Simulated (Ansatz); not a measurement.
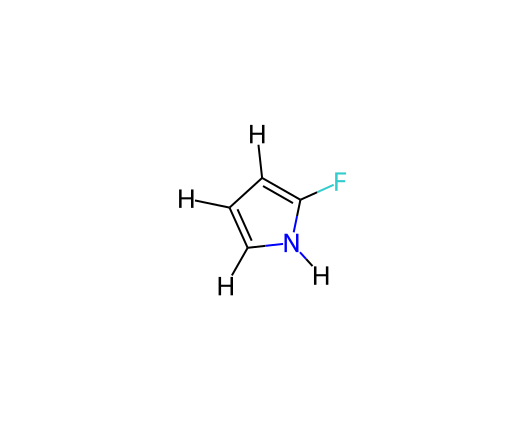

A structural formula.

Write the SMILES.

Fc1ccc[nH]1

What is the molecular formula?

C4H4FN.

An optimisation with PBE0-D4/def2-TZVP gave a structure of which point group?

Cs.

The parts below concern this one geometry. Atoms keep their numbers from picture to picture. Computed geometry: PBE0-D4/def2-TZVP optimisation.

**Geometry**

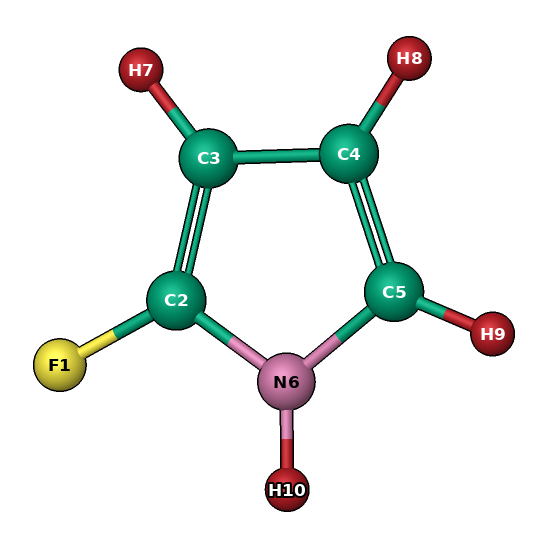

Give the bond lengths.

| bond | length (Å) | order |
| --- | --- | --- |
| F1–C2 | 1.324 | single |
| C2–C3 | 1.361 | aromatic |
| C2–N6 | 1.353 | aromatic |
| C3–C4 | 1.424 | aromatic |
| C3–H7 | 1.077 | single |
| C4–C5 | 1.367 | aromatic |
| C4–H8 | 1.078 | single |
| C5–N6 | 1.374 | aromatic |
| C5–H9 | 1.077 | single |
| N6–H10 | 1.004 | single |

**Levels of theory compared**

Program: Ansatz 0.2.0.

At this fixed geometry, give HOMO energy (eV) at these levels: B3LYP-D4/def2-TZVPP; PBE0-D4/def2-QZVPP; SPW92 (LDA)/def2-TZVPP; r2SCAN0-D4/def2-TZVPP; r2SCANh-D4/def2-TZVPP; ωB97M-V/def2-SVP; ωB97M-V/def2-TZVPP.

```
                 level  HOMO energy (eV)
   B3LYP-D4/def2-TZVPP             −5.91
    PBE0-D4/def2-QZVPP             −6.14
SPW92 (LDA)/def2-TZVPP             −5.25
 r2SCAN0-D4/def2-TZVPP             −6.22
 r2SCANh-D4/def2-TZVPP             −5.60
      ωB97M-V/def2-SVP             −8.19
    ωB97M-V/def2-TZVPP             −8.27
```

**Thermal motion**

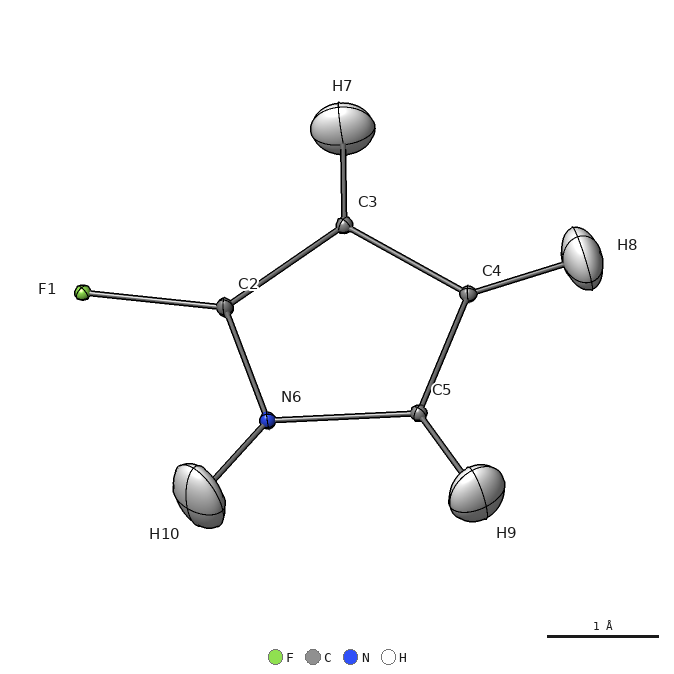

Displacement ellipsoids at the 50 % level, enlarged 1.5 times, from the internal vibrations of the free molecule (harmonic, no overall translation or rotation; no half-axis is drawn under 0.075 Å). Vibrations computed with RKS PBE0-D4/def2-TZVP (Ansatz 0.2.0). Temperature: 100 K.

List U_eq and the three principal root-mean-square amplitudes for each kind of atom.

```
atom  U_eq (Å²)   rms amplitudes (Å)
  F1    0.00085  0.029, 0.029, 0.030
  C2     0.0015  0.030, 0.033, 0.049
  C3     0.0012  0.031, 0.034, 0.038
  C4     0.0011  0.028, 0.034, 0.037
  C5     0.0011  0.028, 0.034, 0.038
  N6     0.0012  0.029, 0.033, 0.041
  H7     0.0139  0.077, 0.125, 0.142
  H8     0.0138  0.077, 0.120, 0.145
  H9     0.0141  0.076, 0.118, 0.151
 H10     0.0177  0.072, 0.119, 0.184
```

**Dipole moment**

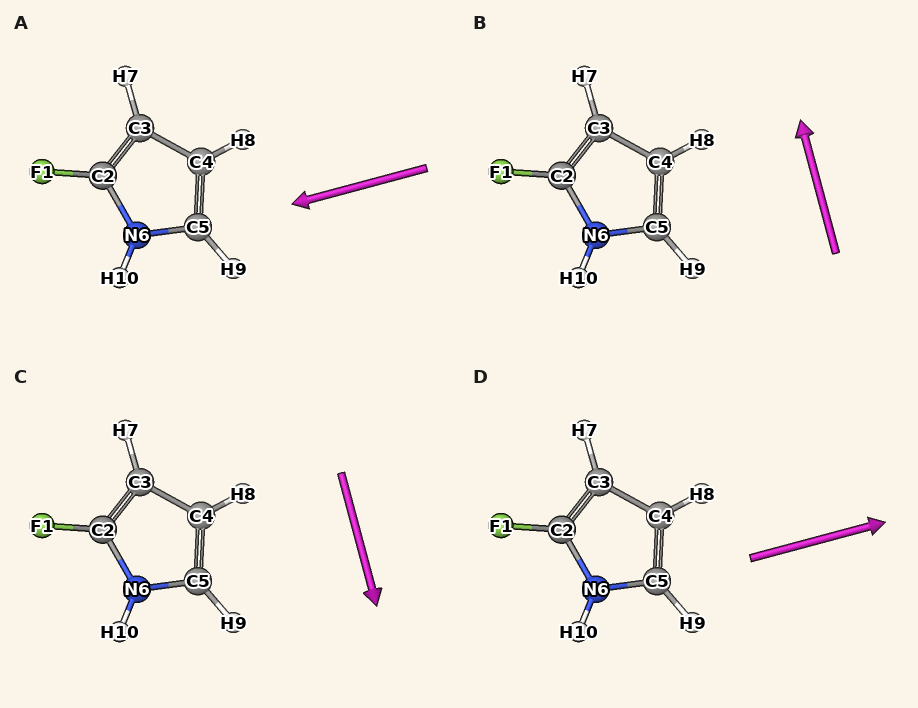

The same molecule four times, each with an arrow. Properties computed with RKS r2SCAN-D4/def2-TZVPP (Ansatz 0.2.0).

Which arrow points along the dipole moment, from the negative to the positive end?

C. The dipole moment is 1.79 D; it points from the side of H7 to the side of H9 (the outermost atoms at the two ends).

**Charges**

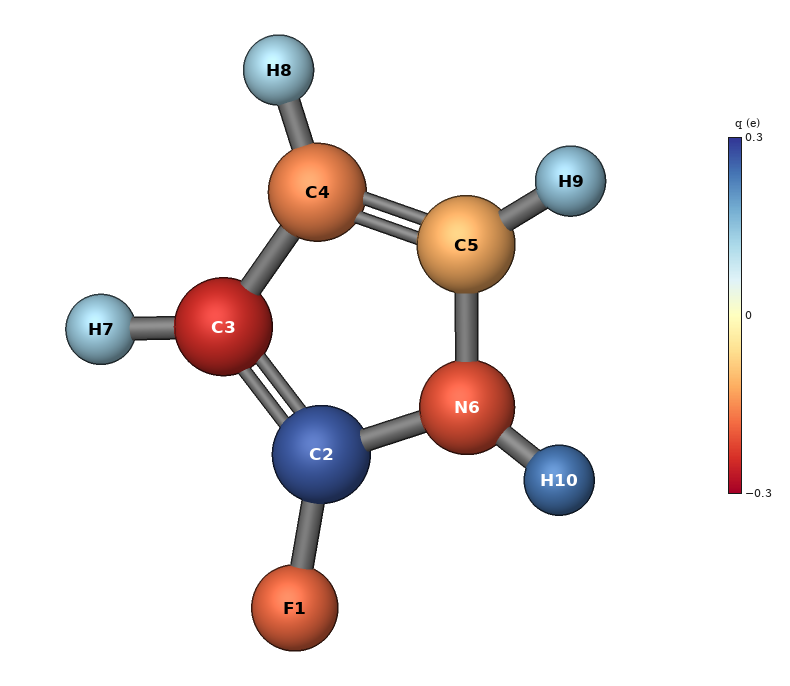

Atoms are coloured by their Mulliken charges. Level of theory: RKS PBE0-D4/def2-TZVP (Ansatz 0.2.0).

Give the Mulliken charges atom by atom.

```csv
atom,value (e)
F1,−0.18
C2,0.26
C3,−0.24
C4,−0.15
C5,−0.12
N6,−0.20
H7,0.13
H8,0.12
H9,0.14
H10,0.24
```

Mulliken values depend strongly on the basis set and can even reverse the polarity of a bond.
